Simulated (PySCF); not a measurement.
**C₃H₉BGe (SMILES BC/C=[CH]\[GeH3]): density, localisation and related maps**

```xyz
14

B    -1.8574   -1.1914    0.6377
C    -1.1750   -0.2371   -0.4089
C    -0.5831    1.0089    0.1512
C     0.7197    1.2425    0.2533
Ge    2.1252    0.0340   -0.3268
H    -2.2043   -2.2514    0.2870
H    -2.0395   -0.8507    1.7405
H    -1.9474    0.0290   -1.1407
H    -0.4081   -0.7838   -0.9697
H    -1.2978    1.7382    0.5191
H     1.0466    2.1709    0.7052
H     2.0396   -1.3155    0.3172
H     3.4607    0.6094    0.0202
H     2.1202   -0.2036   -1.8073
```

Geometry: GFN2-xTB.

Theory: PBE0/def2-SVPD, SCF density, gas phase in PySCF 2.14.0.

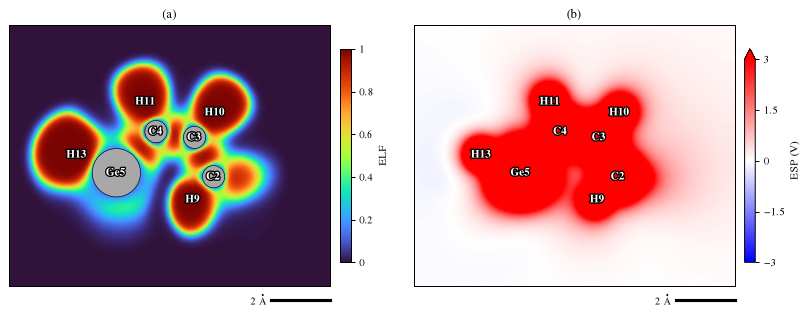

Figure 1. (a) electron localisation function; (b) molecular electrostatic potential on the plane of atoms C4, Ge5 and H13. Grey discs cover the atomic cores in the ELF map.

Q: Describe what can be read from this map.

A: The section cuts through C, Ge and H sites.
C–C (1.33 Å): the ELF peaks at about 0.95 between the atoms: a multiple bond.
C–Ge (1.94 Å): the ELF peaks at about 0.95 in the valence shell of C, 0.7 Å from its nucleus, and is about 0.70 at the midpoint.
C–H (1.08 Å): the ELF climbs to about 1 towards the hydrogen, as it does in any bond to H (a covalent bond by its length).
C–C (1.49 Å): the ELF peaks at about 0.95 between the atoms: a shared electron pair.
Ge–H (1.49 Å): the ELF climbs to about 1 towards the hydrogen.
The potential has no marked negative region in this plane.

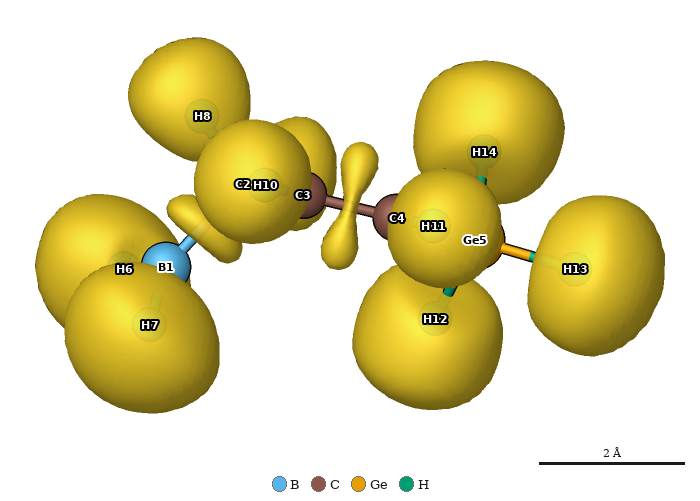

Figure 2. Isosurface of the ELF at 0.85 (yellow), seen from one side. Only the valence region is drawn (cores and ρ < 0.01 e/Å³ removed).

Q: Describe the localisation domains.

A: The ELF exceeds this value in one region between bonded B–C atoms (shared pairs), two regions between bonded C–C atoms (shared pairs), nine regions around hydrogen nuclei and one lobe of the valence shell of C pointing towards Ge (polar bonds). Along the contacts the grid gives the following. C–B (1.57 Å): the ELF peaks at about 0.95 between the atoms; a covalent bond.

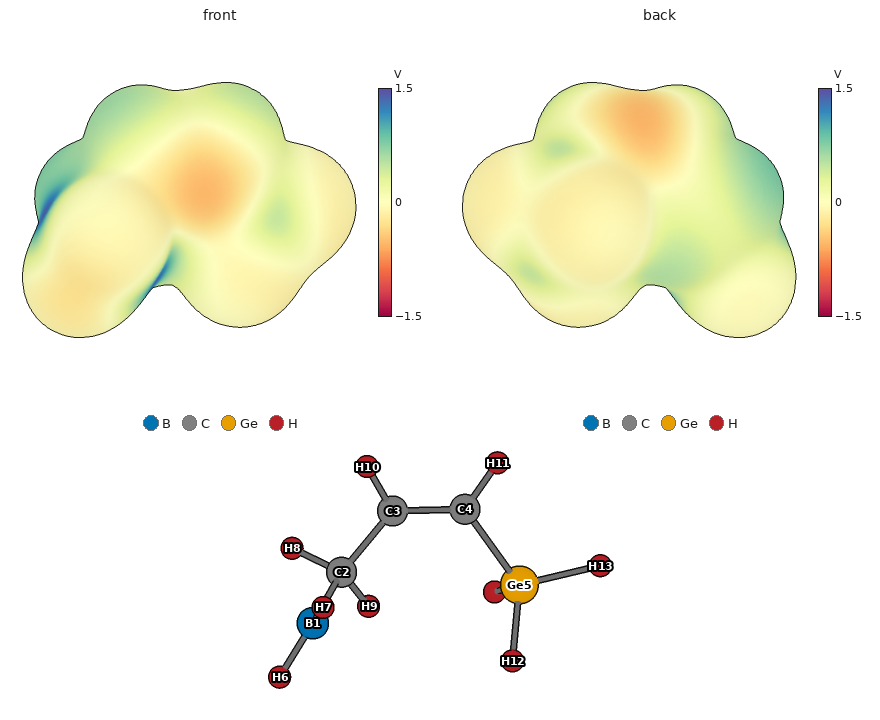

Figure 3. The electrostatic potential painted on the density surface at 0.001 e/bohr³, seen from the front and from behind; red is negative and blue positive. The bare structure is drawn below in the same view.

Q: Where is the surface potential most negative and most positive?

A: The most negative region (about −0.5 V) lies over the π face of C3 and C4, the most positive (about +1.3 V) over B1.

Q: What dipole moment does the calculation give?

A: Its dipole moment is 1.03 D.
